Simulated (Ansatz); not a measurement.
## Electronic structure of ClH4NSi···H2O in real space

Input

```
crystal:
  periodic: [false, false, false]
  atoms:
    - { symbol: Si, position_ang: [0.0, 0.0, 0.0] }
    - { symbol: "N", position_ang: [0.0, 0.0, 2.17] }
    - { symbol: H, position_ang: [-0.877, -0.2713, 2.7] }
    - { symbol: H, position_ang: [0.877, 0.2713, 2.7] }
    - { symbol: Cl, position_ang: [2.0086, 0.0, -0.7093] }
    - { symbol: H, position_ang: [-0.6877, 1.1914, -0.4862] }
    - { symbol: H, position_ang: [-0.6877, -1.1914, -0.4862] }
    - { symbol: O, position_ang: [1.0334, -1.5693, 0.6243] }
    - { symbol: H, position_ang: [0.4671, -2.4013, 0.5398] }
    - { symbol: H, position_ang: [0.6708, -1.0187, 1.7475] }
basis:
  gaussian: { orbitals: "6-31G*" }
hamiltonian:
  xc: b3lyp
  dispersion: d4
relax:
  f_tol: 0.15
  max_steps: 25
  restrain:
    - { distance: [0, 7], at: 2.88, k: 30.0 }
    - { distance: [9, 1], at: 2.26, k: 30.0 }
    - { distance: [0, 1], at: 1.82, k: 30.0 }
    - { distance: [9, 7], at: 1.01, k: 30.0 }
output:
  orbitals: {}
```

Command:

```sh
ansatz run input.yaml --threads 1 --pin off --max-ram 2048MiB --backend cpu --events-out ev --progress --plain --runs-dir out
```

The fields are those of the run's last geometry, not of the input's.

Not at a stationary point (largest force 0.9 eV/Å).

The calculation used Ansatz 0.2.0, RKS B3LYP-D4/6-31G*.

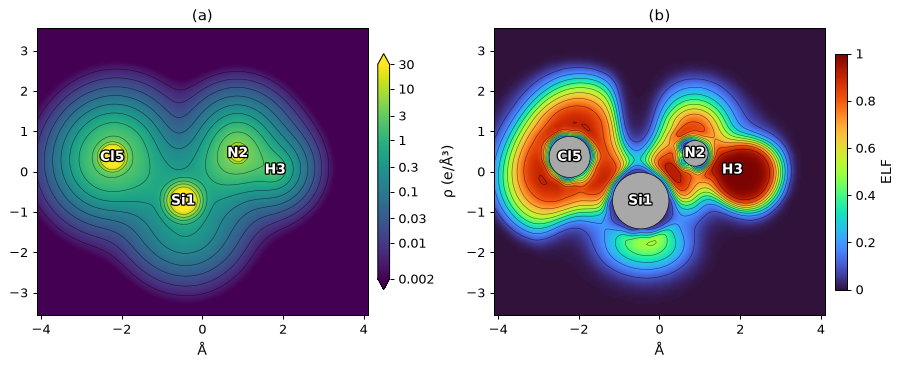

Figure 1. (a) electron density; (b) ELF on the plane of atoms Si1, N2 and H3. Grey discs cover the atomic cores in the ELF map.

Interpret the plot.

Atoms in the plane: Si, N, H and Cl. Si–N (1.79 Å): the density is about 0.98 e/Å³ at the midpoint; the ELF peaks at about 0.90 between the atoms (a shared but strongly polarised pair). Si–Cl (2.07 Å): the density is about 0.87 e/Å³ at the midpoint; the ELF peaks at about 0.90 between the atoms: a shared but strongly polarised pair. N–H (1.02 Å): the density is about 2.7 e/Å³ at the midpoint; the ELF climbs to about 1 towards the hydrogen, as it does in any bond to H: an ordinary covalent bond to hydrogen. The ELF also peaks beside Cl5, away from the bonds: lone-pair regions.

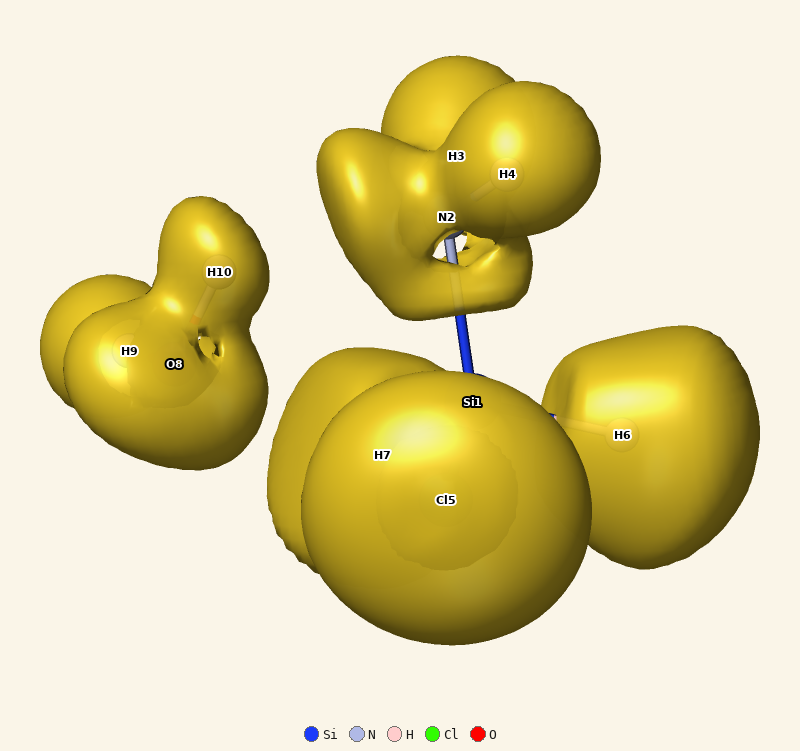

Figure 2. Isosurface of the ELF at 0.75 (yellow), seen across its widest extent. Core shells and regions of very low density are left out.

Where are the electrons localised?

At this value the surface marks out two regions around hydrogen nuclei, one region on Cl in which the atom's valence shell and bonds are merged, one joined region spread over several atoms (H, N), in which their bonds and any lone pairs are merged and one joined region spread over several atoms (H, O), in which their bonds and any lone pairs are merged. Profiles from the grid: Si1···O8 (2.89 Å): the ELF is about 0.05 at the midpoint.

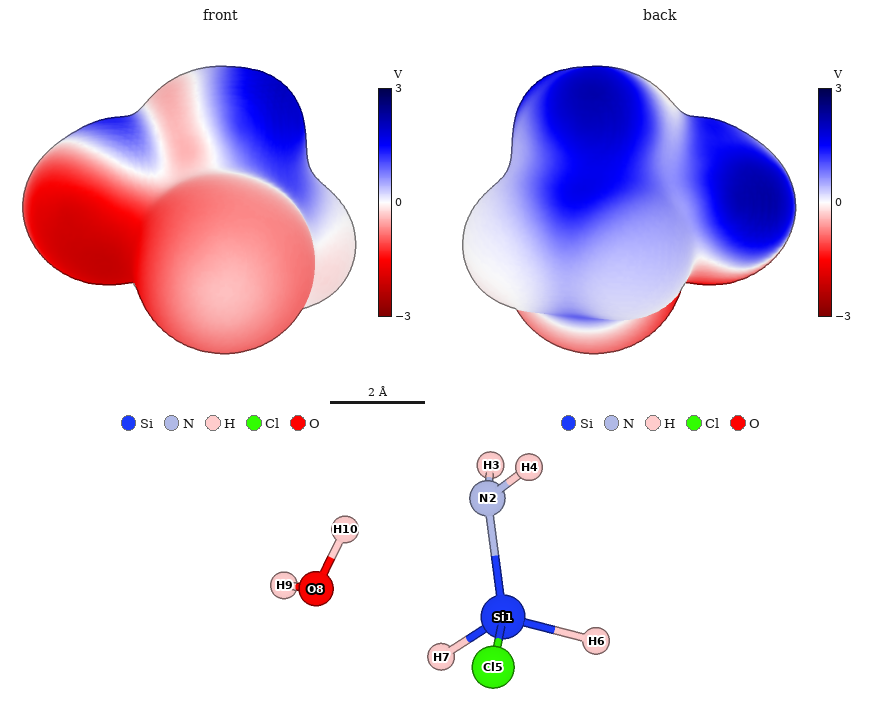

Figure 3. The molecular electrostatic potential painted on the density surface at 0.002 e/bohr³, seen from the front and from behind; red is negative and blue positive. The bare structure is drawn below in the same view.

Describe the electrostatic potential map.

The most negative region (about −2.1 V) lies over O8, the most positive (about +2.2 V) over H3 and H9. O8 is the likeliest acceptor of a hydrogen bond.
